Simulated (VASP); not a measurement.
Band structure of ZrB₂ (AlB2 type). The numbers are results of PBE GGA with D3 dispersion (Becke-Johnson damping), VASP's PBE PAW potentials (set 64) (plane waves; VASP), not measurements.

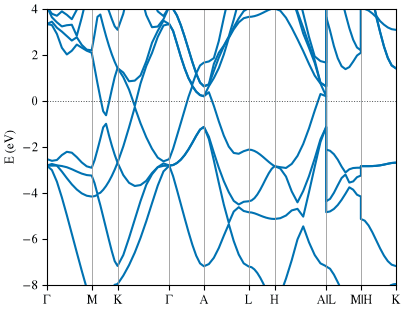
Fig. 1. Bands along high-symmetry lines, zero at the valence-band maximum or, without a gap, the Fermi level

Question: Read the plot: is there a gap, and where are the band edges?

Answer: It has no gap at this level: it comes out as a metal or semimetal. (Edges off the drawn lines would not show.)

The compound is ZrB2 in the AlB2 type structure. It was relaxed first.
